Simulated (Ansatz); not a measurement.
Consider CdSe in the wurtzite structure (space group P6_3mc, No. 186; a = 4.340 Å, c = 7.078 Å). Axes: x lies along a and z along c of the hexagonal cell.

The change: tensor shear ε_yz = +1.83 % (engineering shear γ = 0.0366); the atoms relax in the strained cell.

Computed with r2SCAN (Ansatz, a first-principles code), no spin-orbit coupling.

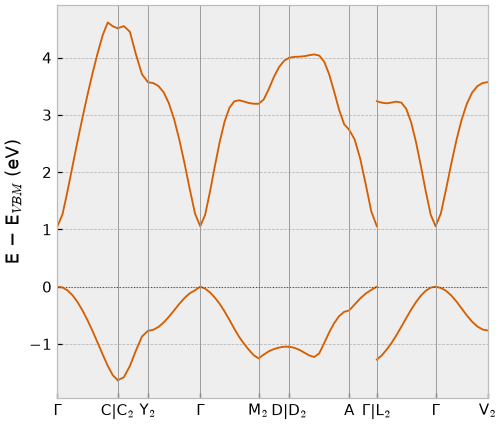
Highest valence and lowest conduction band along the path of the changed cell's own zone

The gap is 1.05 eV, direct at Γ; the base has 1.11 eV.

Whether these cells are dynamically stable was not tested. k-point labels follow each cell's own Brillouin zone.
